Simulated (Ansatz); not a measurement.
# Nudged elastic band, with input and output: Si2H6

The run: nudged elastic band of Si2H6, multiplicity 2. Method and program: RKS PBE/def2-SVP (Ansatz 0.2.0).

One setting was made poor on purpose. It belongs to a series of runs on one base structure; here: an input spoilt on purpose.

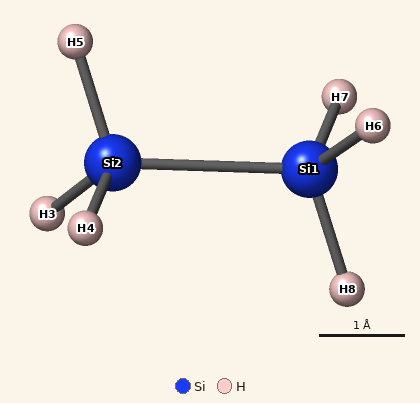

The starting structure (ball-and-stick view, seen at a tilt; atoms are numbered from 1 in the order of the input). Bond lengths as drawn: H–Si 1.51 Å and Si–Si 2.36 Å.

Input file
```yaml
crystal:
  periodic: [false, false, false]
  atoms:
    - { symbol: Si, position_ang: [0.352496, 0.012476, -0.041347] }
    - { symbol: Si, position_ang: [1.019276, -0.013912, 2.217294] }
    - { symbol: H, position_ang: [-0.153783, -0.281837, 3.121787] }
    - { symbol: H, position_ang: [2.050544, -1.088743, 2.43578] }
    - { symbol: H, position_ang: [1.621884, 1.314179, 2.590653] }
    - { symbol: H, position_ang: [1.560348, 0.183072, -0.923515] }
    - { symbol: H, position_ang: [-0.596482, 1.152139, -0.299832] }
    - { symbol: H, position_ang: [-0.332083, -1.277374, -0.406922] }
magnetization:
  spin_polarized: true
  initial_magnetization: 1
basis:
  gaussian: { orbitals: def2-SVP }
hamiltonian:
  xc: pbe
neb:
  order_check: false
  images: 9
  f_tol: 0.05
  max_iterations: 8
  final_atoms:
    - { symbol: Si, position_ang: [0.35407845, 0.01056486, -0.04673123] }
    - { symbol: Si, position_ang: [1.02319707, -0.01005532, 2.22118133] }
    - { symbol: H, position_ang: [0.29314606, -1.08744166, 2.9789922] }
    - { symbol: H, position_ang: [2.5023343, -0.27300744, 2.32485421] }
    - { symbol: H, position_ang: [0.72791023, 1.31513148, 2.87280461] }
    - { symbol: H, position_ang: [1.3534288, -0.73422485, -0.89163437] }
    - { symbol: H, position_ang: [0.25946979, 1.42473917, -0.55550797] }
    - { symbol: H, position_ang: [-0.99136469, -0.64570623, -0.21006078] }
  initial_path:
    images:
      - { positions_ang: [[0.352496, 0.012476, -0.041347], [1.019276, -0.013912, 2.217294], [-0.153783, -0.281837, 3.121787], [2.050544, -1.088743, 2.43578], [1.621884, 1.314179, 2.590653], [1.560348, 0.183072, -0.923515], [-0.596482, 1.152139, -0.299832], [-0.332083, -1.277374, -0.406922]] }
      - { positions_ang: [[0.28357233, 0.01150575, -0.03406509], [1.07598609, -0.01245913, 2.18170152], [-0.12609197, -0.30891218, 3.00026344], [2.10227268, -1.0600235, 2.45406058], [1.61831659, 1.31772268, 2.58021573], [1.5815115, 0.1479826, -0.72444007], [-0.61252262, 1.16217091, -0.33736921], [-0.4008446, -1.25798714, -0.4264689]] }
      - { positions_ang: [[0.21464865, 0.01053549, -0.02678318], [1.13269617, -0.01100625, 2.14610904], [-0.09840093, -0.33598735, 2.87873987], [2.15400137, -1.03130399, 2.47234117], [1.61474917, 1.32126635, 2.56977845], [1.602675, 0.11289321, -0.52536513], [-0.62856324, 1.17220282, -0.37490642], [-0.46960619, -1.23860027, -0.44601581]] }
      - { positions_ang: [[0.14572498, 0.00956524, -0.01950127], [1.18940626, -0.00955338, 2.11051656], [-0.0707099, -0.36306253, 2.75721631], [2.20573005, -1.00258449, 2.49062175], [1.61118176, 1.32481003, 2.55934118], [1.6238385, 0.07780381, -0.3262902], [-0.64460386, 1.18223473, -0.41244363], [-0.53836779, -1.21921341, -0.46556271]] }
      - { positions_ang: [[0.0768013, 0.00859498, -0.01221936], [1.24611635, -0.00810051, 2.07492408], [-0.04301887, -0.39013771, 2.63569275], [2.25745873, -0.97386499, 2.50890234], [1.60761434, 1.32835371, 2.54890391], [1.645002, 0.04271441, -0.12721527], [-0.66064447, 1.19226664, -0.44998084], [-0.60712939, -1.19982654, -0.48510961]] }
      - { positions_ang: [[0.00787763, 0.00762473, -0.00493745], [1.30282644, -0.00664764, 2.0393316], [-0.01532783, -0.41721288, 2.51416918], [2.30918741, -0.94514548, 2.52718292], [1.60404693, 1.33189738, 2.53846663], [1.6661655, 0.00762501, 0.07185967], [-0.67668509, 1.20229855, -0.48751804], [-0.67589098, -1.18043968, -0.50465651]] }
      - { positions_ang: [[0.07711779, 0.00821276, -0.01329621], [1.24690056, -0.00732917, 2.07570155], [0.04636695, -0.55125864, 2.60713379], [2.34781679, -0.81071788, 2.48671718], [1.42881959, 1.3285442, 2.60533423], [1.60361816, -0.14074496, -0.12083914], [-0.48945412, 1.24678668, -0.50111603], [-0.73898572, -1.07349299, -0.44573737]] }
      - { positions_ang: [[0.14635795, 0.00880078, -0.02165496], [1.19097469, -0.00801071, 2.1120715], [0.10806172, -0.68530439, 2.70009839], [2.38644617, -0.67629027, 2.44625144], [1.25359225, 1.32519102, 2.67220182], [1.54107082, -0.28911493, -0.31353795], [-0.30222314, 1.2912748, -0.51471401], [-0.80208047, -0.9665463, -0.38681822]] }
      - { positions_ang: [[0.21559812, 0.00938881, -0.03001372], [1.13504882, -0.00869225, 2.14844144], [0.1697565, -0.81935015, 2.79306299], [2.42507554, -0.54186266, 2.4057857], [1.07836491, 1.32183784, 2.73906942], [1.47852348, -0.43748491, -0.50623676], [-0.11499216, 1.33576292, -0.528312], [-0.86517521, -0.85959961, -0.32789907]] }
      - { positions_ang: [[0.28483828, 0.00997684, -0.03837248], [1.07912294, -0.00937378, 2.18481139], [0.23145128, -0.95339591, 2.8860276], [2.46370492, -0.40743505, 2.36531995], [0.90313757, 1.31848466, 2.80593701], [1.41597614, -0.58585488, -0.69893556], [0.07223882, 1.38025104, -0.54190998], [-0.92826995, -0.75265292, -0.26897993]] }
      - { positions_ang: [[0.35407845, 0.01056486, -0.04673123], [1.02319707, -0.01005532, 2.22118133], [0.29314606, -1.08744166, 2.9789922], [2.5023343, -0.27300744, 2.32485421], [0.72791023, 1.31513148, 2.87280461], [1.3534288, -0.73422485, -0.89163437], [0.25946979, 1.42473917, -0.55550797], [-0.99136469, -0.64570623, -0.21006078]] }
```

Launched with:
```bash
ansatz run input.yaml --threads 1 --pin off --max-ram 2048MiB --backend cpu --events-out ev --progress --plain --runs-dir out
```

What the program printed
```
Error: a molecule whose nuclei and cores have a total charge of 34 cannot have a net charge of 0 together with 1 unpaired electrons
```

Outcome

- outcome: refused by the program
- hardware: 1 thread of AMD EPYC (Zen 3), 192 GiB of memory available, shared host

The program refused the input: “a molecule whose nuclei and cores have a total charge of 34 cannot have a net charge of 0 together with 1 unpaired electrons” A deliberately poor setting: bad input.
